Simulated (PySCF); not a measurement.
Molecule: Zr(Cl)3(OH), HCl3OZr, SMILES [OH][Zr]([Cl])([Cl])[Cl]. Atoms near the plane z = 0.0 Å, at the PBE0/def2-SVP optimised geometry (x, y, z in Å): Zr1 (-0.8, -1.1, 0.0), Cl2 (-1.6, 1.1, 0.0), Cl3 (1.6, -1.1, 0.0).

Calculation: PBE0/def2-TZVP, def2 effective core potentials past Kr run with PySCF. The core electrons that the potentials of Zr replace are not part of the density. Cells within 0.4 Å of a nucleus heavier than hydrogen are left out (blank, or x). The values are rescaled to run from 0 to 1.

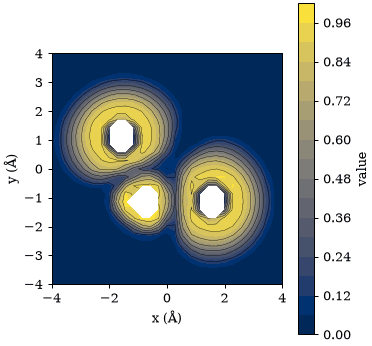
a field on the plane z = 0.0 Å.

Problem. Which quantity is mapped?
(A) Laplacian of the electron density
(B) electrostatic potential
(C) electron localisation function
(D) deformation density (molecule minus spherical neutral atoms)

Solution. C, electron localisation function
